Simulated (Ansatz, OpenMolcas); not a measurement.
## A ladder of methods for GeSiH4O2 (SMILES [OH][Ge][O][SiH3])

The species is GeSiH4O2 (8 atoms), meant as a singlet with charge 0. As SMILES, `[OH][Ge][O][SiH3]`. Geometry: relaxed at PBE0-D4/def2-TZVP. This is one conformer, not always the lowest.

```xyz
8

O     1.4101    2.5053    0.1495
Ge    1.6239    0.9026   -0.5814
O     0.0843    0.2002    0.0310
Si   -0.7151   -1.2291   -0.0566
H     0.5872    2.5773    0.6466
H    -2.0460   -1.0180   -0.6825
H     0.0486   -2.2147   -0.8727
H    -0.9008   -1.7808    1.3103
```

Quantity: the HOMO–LUMO gap, in eV. The values are calculated.

| level | kind | program | value (eV) | CPU time |
| --- | --- | --- | --- | --- |
| HF/def2-SVP | Hartree–Fock | OpenMolcas | 11.80 | 10 s |
| BLYP/def2-SVP | GGA | Ansatz | 4.05 | 7.8 s |
| revPBE/def2-SVP | GGA | OpenMolcas | 4.07 | 26 s |
| B3LYP/def2-SVP | global hybrid | OpenMolcas | 5.64 | 25 s |
| CAM-B3LYP/def2-SVP | range-separated hybrid | Ansatz | 8.46 | 11 s |
| HSE06/def2-SVP | range-separated hybrid | Ansatz | 5.27 | 9.8 s |
| B2PLYP/def2-SVP | double hybrid | OpenMolcas | 8.22 | 18 s |
| PBE-QIDH/def2-SVP | double hybrid | Ansatz | 9.52 | 14 s |

All-electron rows without a relativistic Hamiltonian named are non-relativistic. The values span 4.05 to 11.80 eV. Orbital gaps aren't excitation energies, and those of double hybrids come from the SCF part alone; they tend to grow with the share of exact exchange. CPU times are rough (shared hosts, several kinds of processor and program).

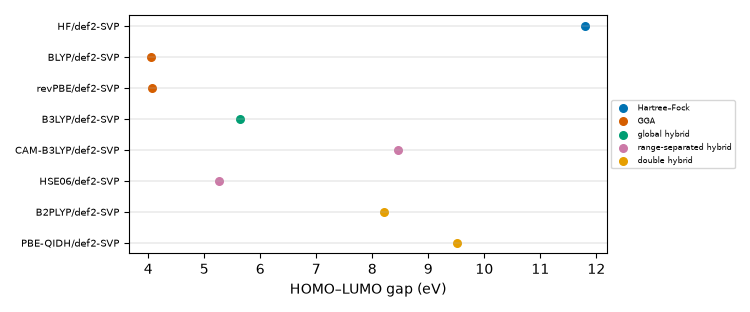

The values of the table, level by level.
